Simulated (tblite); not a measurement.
# CH₇O₂Si₂: frequency calculation

- system: CH₇O₂Si₂, multiplicity 2
- method: GFN2-xTB harmonic vibrations, gas phase (tblite 0.8.0)

It belongs to a series of runs on one base structure; here: H added to O.

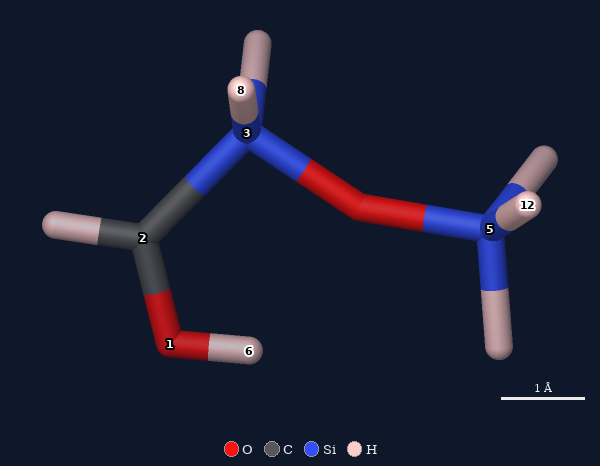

**Figure 1.** The structure (stick view, seen at a tilt; atoms are numbered from 1 in the order of the input). Bond lengths as drawn: C–H 1.08 Å, C–O 1.35 Å, C–Si 1.85 Å, H–O 0.97 Å, H–Si 1.46 to 1.47 Å and O–Si 1.62 to 1.64 Å.

## Summary

| quantity | value |
| --- | --- |
| outcome | converged |
| total energy | −471.7752 eV |
| zero-point energy | 45.6580 kcal/mol |
| hardware | 1 CPU thread, shared host |
| peak memory | 0.18 GiB |

## The input
```
{"job": {"kind": "ir", "xc": "GFN2-xTB", "basis": "xTB"}, "charge": 0, "multiplicity": 2}
O      2.036282     1.168688    -0.680718
C      1.966679     0.562073     0.528213
Si     0.467308    -0.354441     1.098356
O     -0.504592    -0.150205    -0.204788
Si    -1.861465    -0.319886    -1.066952
H      1.194854     1.023700    -1.136804
H      2.879707     0.687794     1.087989
H     -0.218060     0.237652     2.251208
H      0.653899    -1.797244     1.279385
H     -1.561863     0.401443    -2.303903
H     -2.090110    -1.744642    -1.293536
H     -2.961440     0.284382    -0.319700
```

The first line tells a small driver script what to run in tblite; the rest is the geometry in Å.

Launched with:
```bash
OMP_NUM_THREADS=1 python <driver script> task.json out
```

## Output
```
mode    cm-1     km/mol
  1     -19.5      0.00
  2      58.4      0.43
  3      63.3      0.03
  4     100.3      4.88
  5     149.3      9.67
  6     379.6      0.13
  7     385.8      1.10
  8     488.0     70.53
  9     544.6      3.55
 10     566.2      5.07
 11     607.2     76.97
 12     628.1     93.52
 13     672.9    147.71
 14     701.8    209.00
 15     770.2    255.12
 16     783.2     73.78
 17     794.0    511.71
 18     812.0    438.76
 19     837.0    128.86
 20    1071.0    532.19
 21    1116.2    148.18
 22    1257.3     12.13
 23    1378.9    105.11
 24    2184.8    341.00
 25    2230.1    124.69
 26    2254.8    390.88
 27    2267.3    472.36
 28    2285.8    133.75
 29    3092.5     26.89
 30    3457.6     31.40
```

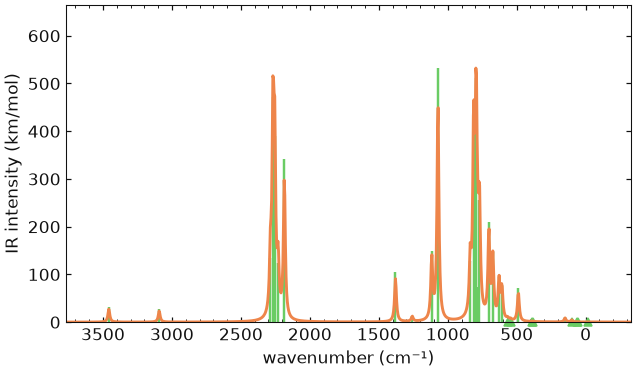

**Figure 2.** Harmonic infrared spectrum, unscaled: sticks (degenerate modes added up, dark ones marked on the axis) with a Lorentzian envelope of 16 cm⁻¹ full width, scaled to the tallest stick; imaginary modes are drawn at negative wavenumbers. 30 modes from 20i to 3458 cm⁻¹, 1 imaginary beyond 8i (20i cm⁻¹): not a clean minimum; so soft a mode can be a shallow saddle, an incomplete relaxation or noise of the force constants. The strongest line is at 1071 cm⁻¹ (532 km/mol).
